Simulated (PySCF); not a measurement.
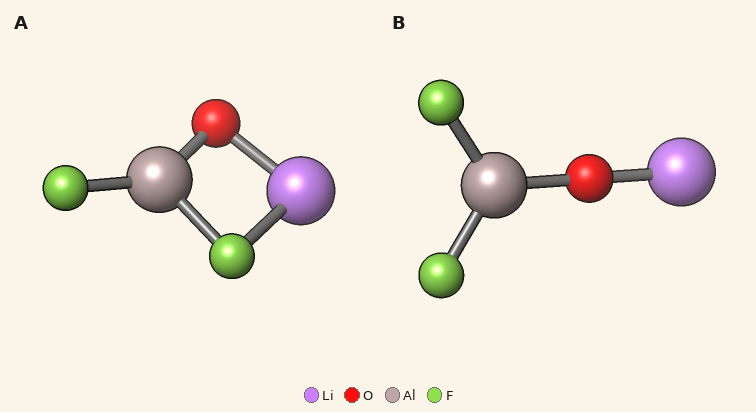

2 stationary structures of one formula. Geometries: PBE-D4/def2-SVP. Electronic energies: PBE-D4/def2-SVP (PySCF 2.14.0), without zero-point energy. No frequency run is at hand to confirm each as a minimum.

**Which is lowest in energy, and by how much?**

B is lowest (C2v); A lies 14.8 kJ/mol above it (Cs).
